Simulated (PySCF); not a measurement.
C$_{4}$H$_{4}$N$_{2}$, SMILES `c1cncnc1`.

Level of theory: ωB97X/def2-SVPD (PySCF), at a geometry from GFN2-xTB. No frequency check shows the geometry to be a minimum.

Cartesian coordinates (Å):

```
C1      -1.3505    0.0175    0.0000
C2      -0.5999    1.1856    0.0000
N3       0.7237    1.1698    0.0000
C4       1.3017   -0.0168    0.0000
N5       0.6919   -1.1888    0.0000
C6      -0.6316   -1.1690    0.0000
H7      -2.4281    0.0313    0.0000
H8      -1.0626    2.1645    0.0000
H9       2.3843   -0.0309    0.0000
H10     -1.1205   -2.1351    0.0000
```

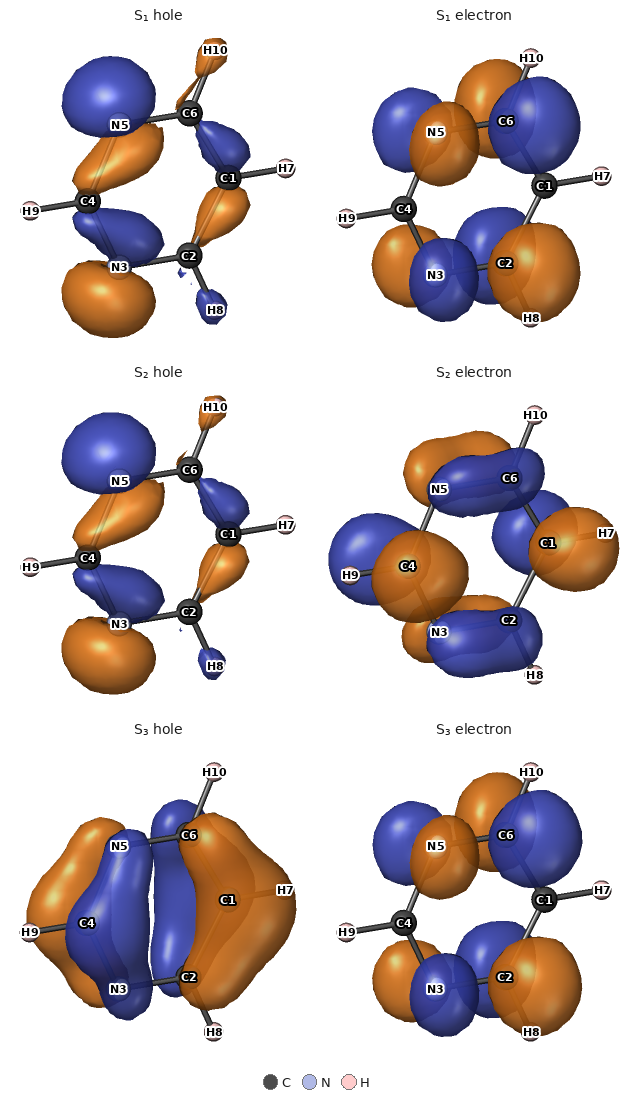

Leading natural transition orbitals (TDA singlet states).

Describe these excited states.

By state:
- S₁: 4.71 eV (263 nm), f = 0.008, n → π*; the leading pair carries 99 %; hole on N3 and N5 (34 % each), C4 (8 %) and C1, C2 and C6 (6 % each), electron on C2 and C6 (23 % each), N3 and N5 (17 % each) and C1 (8 %); their centroids lie 0.7 Å apart.
- S₂: 5.02 eV (247 nm), f = 0.000 (dark), n → π*; the leading pair carries 99 %; hole on N3 and N5 (35 % each), C4 (8 %) and C1, C2 and C6 (6 % each), electron on C4 (30 %), C1 (19 %) and N3 and N5 (11 % each); their centroids lie 0.3 Å apart.
- S₃: 6.09 eV (203 nm), f = 0.047, π → π*; the leading pair carries 69 %; hole on C1 (23 %), C4 (16 %) and N3 and N5 (14 % each), electron on C2 and C6 (19 % each), N3 and N5 (15 % each) and C1 and C4 (12 % each) (shares are of the whole state, not of the leading pair alone); their centroids lie 0.0 Å apart; S₄ lies within 0.1 eV of it.

Run time: 3.1 min on 1 thread of Intel(R) Xeon(R) 6975P-C (Granite Rapids), on a shared host, peak memory 0.78 GiB.
